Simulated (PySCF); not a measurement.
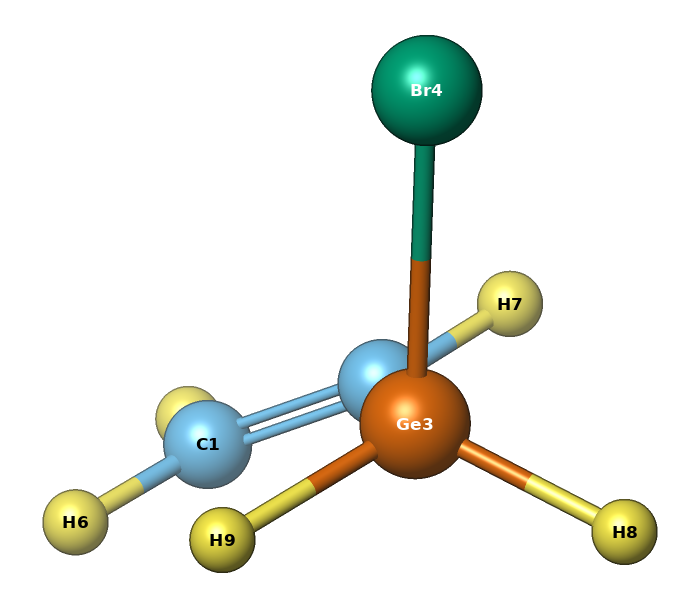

C2 lies behind Ge3. The molecule seen nearly along the Ge3–C2 bond, Ge3 in front. Distant atoms are faded towards the background colour. The geometry was computed by an optimisation with PBE0-D3(BJ)/def2-SVP. No frequency run is at hand to confirm it as a minimum.

**What is the torsion angle Br4–Ge3–C2–C1? The sign is positive where the front bond must turn clockwise to cover the back bond.**

−114°, anticlinal.
